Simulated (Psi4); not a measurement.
**UTPSS/aug-cc-pVDZ run of C2H3Si (SMILES C#C[SiH2])**

What is the energy change on altering one bond length of C2H3Si at UTPSS/aug-cc-pVDZ? 

Program for the calculation: Psi4 1.11.

1 further run of the same task is left out (set aside as unsound or not needed).

### 1 The molecule

The species is C2H3Si (6 atoms), meant as a doublet with charge 0. As SMILES, `C#C[SiH2]`. The shape is that of a PBE0-D4/def2-TZVP optimisation.

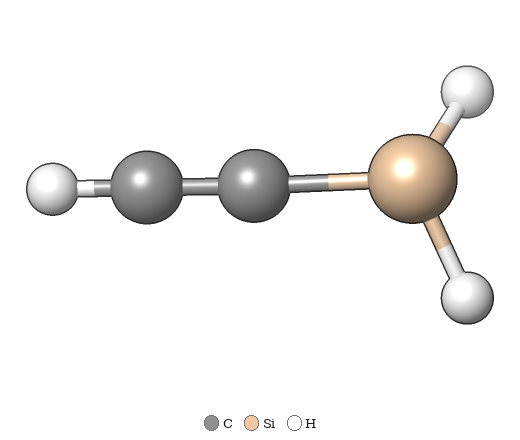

The structure, seen from a chosen angle (carbon grey, silicon light orange, hydrogen white).

### 2 Energy and gradient at UTPSS/aug-cc-pVDZ

job.py reads:

```python
import psi4

psi4.set_memory(1600000000)
psi4.set_num_threads(1)
psi4.set_output_file('c2h3si.out', False)

m = psi4.geometry("""
0 2
C      1.019700    -1.302300     0.535000
C      0.376000    -0.354500     0.145700
Si    -0.444500     1.136900    -0.449500
H      1.575400    -2.144400     0.879400
H     -1.137600     0.894600    -1.738800
H     -1.346900     1.705600     0.581800
units angstrom
symmetry c1
no_reorient
no_com
""")

options = {'basis': 'aug-cc-pVDZ', 'reference': 'uks', 'puream': True, 'e_convergence': 1e-09, 'd_convergence': 1e-08, 'scf_type': 'pk', 'dft_radial_points': 99, 'dft_spherical_points': 590, 'maxiter': 200}
psi4.set_options(options)

result, w = psi4.gradient("tpss", molecule=m, return_wfn=True)
psi4.oeprop(w, "MAYER_INDICES", "QUADRUPOLE", "MULLIKEN_CHARGES")
print('gradient / Eh bohr^-1')
print(result.np.round(6))
print(f'energy = {w.energy():.10f} Eh')
```

Run with:

```bash
$ python job.py
```

c2h3si.out:

```text
[...]
  Running in c1 symmetry.
[...]
  Nuclear repulsion =   75.762560947667225
[...]
  Multiplicity = 2
[...]
  Nalpha       = 15
  Nbeta        = 14
[...]
    Number of basis functions: 100
[...]
   @UKS iter   1:  -367.00991532770570   -2.24604e-01   7.80233e-03 DIIS/ADIIS
[...]
   @UKS iter  14:  -367.43755700078253   -2.00657e-11   7.23414e-09 DIIS
[...]
   @S^2 Observed:                7.554581388E-01
[...]
    Orbital Energies [Eh]
    ---------------------
    Alpha Occupied:
       1A    -65.720838     2A    -10.017414     3A    -10.000006
       4A     -5.140654     5A     -3.519031     6A     -3.515264
       7A     -3.513989     8A     -0.706918     9A     -0.543642
      10A     -0.485625    11A     -0.370997    12A     -0.341729
      13A     -0.284685    14A     -0.265761    15A     -0.193588
    Alpha Virtual:
      16A     -0.036423    17A     -0.022399    18A     -0.008069
      19A      0.002148    20A      0.009341    21A      0.020056
      22A      0.026144    23A      0.042313    24A      0.052364
      25A      0.062537    26A      0.071146    27A      0.074330
[...]
  @UKS Final Energy:  -367.43755700078253
   => Energetics <=
    Nuclear Repulsion Energy =             75.7625609476672253
    One-Electron Energy =                -654.9865382429663896
    Two-Electron Energy =                 244.6182824810913985
    DFT Exchange-Correlation Energy =     -32.8318621865747815
    Empirical Dispersion Energy =           0.0000000000000000
    VV10 Nonlocal Energy =                  0.0000000000000000
    Total Energy =                       -367.4375570007825331
[...]
  -Total Gradient:
     Atom            X                  Y                   Z
    ------   -----------------  -----------------  -----------------
       1       -0.018317041503     0.026517322758    -0.010918607422
       2        0.017281879115    -0.023624377203     0.009813889616
       3       -0.000412125801    -0.006777417335     0.002339224085
       4       -0.002977183394     0.004633641480    -0.001888207469
       5        0.001967160599     0.000568148884     0.003022131364
       6        0.002457487399    -0.001316243319    -0.002368789429
[...]
 Multipole Moments:
 ------------------------------------------------------------------------------------
     Multipole            Electronic (a.u.)      Nuclear  (a.u.)        Total (a.u.)
 ------------------------------------------------------------------------------------
 L = 1.  Multiply by 2.5417464519 to convert [e a0] to [Debye]
 Dipole X            :         -2.2461048            2.3472288            0.1011240
 Dipole Y            :        -12.3016339           12.1539625           -0.1476714
 Dipole Z            :          4.7593568           -4.6986150            0.0607418
 Magnitude           :                                                    0.1890039
 L = 2.  Multiply by 1.3450342976 to convert [e a0^2] to [Debye ang]
 Quadrupole XX       :        -74.0351345           55.1489061          -18.8862285
 Quadrupole XY       :         78.3129080          -80.4763383           -2.1634303
[...]
  Mulliken Charges: (a.u.)
   Center  Symbol    Alpha    Beta     Spin     Total
       1     C     2.27092  2.00498  0.26595  1.72410
       2     C     3.48892  3.65774 -0.16882 -1.14666
       3    SI     7.59967  6.72210  0.87757 -0.32177
       4     H     0.73893  0.74835 -0.00941 -0.48728
       5     H     0.45078  0.43343  0.01735  0.11579
       6     H     0.45077  0.43341  0.01736  0.11582
   Total alpha = 15.00000, Total beta = 14.00000, Total charge = -0.00000
  Mayer Bond Indices:
[...]
```

Standard output:

```text
Memory set to   1.490 GiB by Python driver.
  Threads set to 1 by Python driver.
gradient / Eh bohr^-1
[[-0.018317  0.026517 -0.010919]
 [ 0.017282 -0.023624  0.009814]
 [-0.000412 -0.006777  0.002339]
 [-0.002977  0.004634 -0.001888]
 [ 0.001967  0.000568  0.003022]
 [ 0.002457 -0.001316 -0.002369]]
energy = -367.4375570008 Eh
```

Run time: 1.9 min. Hardware: 1 thread of Intel Xeon Platinum 8375C at 2.90GHz (Ice Lake), shared host; peak memory 0.83 GiB.

### 3 The distorted shape at the same level

job.in reads:

```
memory 1.6 GB

molecule {
  0 2
  C      2.43854983    -2.78340218     0.42633166
  C      1.22213313    -0.99231975    -0.30933872
  Si    -0.32838716     1.82601779    -1.43410371
  H      3.48867064    -4.37474054     1.07715334
  H     -1.63815633     1.36813715    -3.87052760
  H     -2.54527212     3.22311688     1.09944266
  units au
  symmetry c1
  no_reorient
  no_com
}

set reference uks
set puream true
set e_convergence 1e-09
set d_convergence 1e-08
set scf_type pk
set dft_radial_points 99
set dft_spherical_points 590
set maxiter 200

result, w = gradient("tpss/aug-cc-pVDZ", return_wfn=True)
oeprop(w, "WIBERG_LOWDIN_INDICES", "LOWDIN_CHARGES", "MULLIKEN_CHARGES")
```

Run with:

```bash
$ psi4 job.in job.out -n 1
```

job.out, shortened:

```text
[...]
  Running in c1 symmetry.
[...]
  Nuclear repulsion =   74.374547952672714
[...]
  Multiplicity = 2
[...]
  Nalpha       = 15
  Nbeta        = 14
[...]
    Number of basis functions: 100
[...]
   @UKS iter   1:  -366.92415787217885   -2.07867e-01   8.20014e-03 DIIS/ADIIS
[...]
   @UKS iter  17:  -367.40409817800713   -2.04636e-12   3.85284e-09 DIIS
[...]
   @S^2 Observed:                7.550719302E-01
[...]
  @UKS Final Energy:  -367.40409817800713
   => Energetics <=
    Nuclear Repulsion Energy =             74.3745479526727138
    One-Electron Energy =                -652.0051492848746193
    Two-Electron Energy =                 242.9737988759956977
    DFT Exchange-Correlation Energy =     -32.7472957218009952
    Empirical Dispersion Energy =           0.0000000000000000
    VV10 Nonlocal Energy =                  0.0000000000000000
    Total Energy =                       -367.4040981780071320
[...]
 Multipole Moments:
 ------------------------------------------------------------------------------------
     Multipole            Electronic (a.u.)      Nuclear  (a.u.)        Total (a.u.)
 ------------------------------------------------------------------------------------
 L = 1.  Multiply by 2.5417464519 to convert [e a0] to [Debye]
 Dipole X            :        -16.3988501           16.6719197            0.2730696
 Dipole Y            :         -3.4548850            3.1264310           -0.3284540
 Dipole Z            :         20.9750962          -21.0694259           -0.0943297
 Magnitude           :                                                    0.4374324
[...]
  -Total Gradient:
     Atom            X                  Y                   Z
    ------   -----------------  -----------------  -----------------
       1       -0.018286986767     0.026231821363    -0.011148107364
       2        0.019722740452    -0.023783150931     0.010303536678
       3        0.032481339264    -0.032699862224    -0.041168877745
       4       -0.003152148252     0.004633152203    -0.001875544817
       5        0.003924881678     0.001535127417     0.002337109043
       6       -0.034688681736     0.024081208046     0.041550426063
[...]
  Mulliken Charges: (a.u.)
   Center  Symbol    Alpha    Beta     Spin     Total
       1     C     2.25766  2.02087  0.23679  1.72147
       2     C     3.48352  3.63057 -0.14705 -1.11409
       3    SI     7.46465  6.62583  0.83882 -0.09048
[...]
```

Wall time 2.6 min (1 thread of Intel Xeon Platinum 8375C at 2.90GHz (Ice Lake), shared host); peak memory 0.83 GiB.

### 4 Summary of results

At UTPSS/aug-cc-pVDZ:

| quantity | value |
| --- | --- |
| first shape: total energy | -367.43756 Eh |
| first shape: dipole moment | 0.48 D |
| first shape: HOMO energy (highest over α and β) | -5.27 eV |
| first shape: LUMO energy (lowest over α and β) | -3.54 eV |
| first shape: ⟨S²⟩ | 0.755 |
| first shape: largest force on an atom | 1.750 eV/Å |
| distorted shape: total energy | -367.40410 Eh |
| distorted shape: dipole moment | 1.11 D |
| distorted shape: HOMO energy (highest over α and β) | -5.42 eV |
| distorted shape: LUMO energy (lowest over α and β) | -3.71 eV |
| distorted shape: ⟨S²⟩ | 0.755 |
| distorted shape: largest force on an atom | 3.178 eV/Å |
| energy change with the Si3–H6 bond stretched from 1.484 to 1.929 Å | 0.910 eV |

With the Si3–H6 bond stretched from 1.484 to 1.929 Å the energy rises by 0.91 eV (87.8 kJ/mol). The first shape isn't relaxed at this level, so the change isn't measured from a minimum. The largest force (first shape) is 1.75 eV/Å: the shape isn't a stationary point for this species at this level.
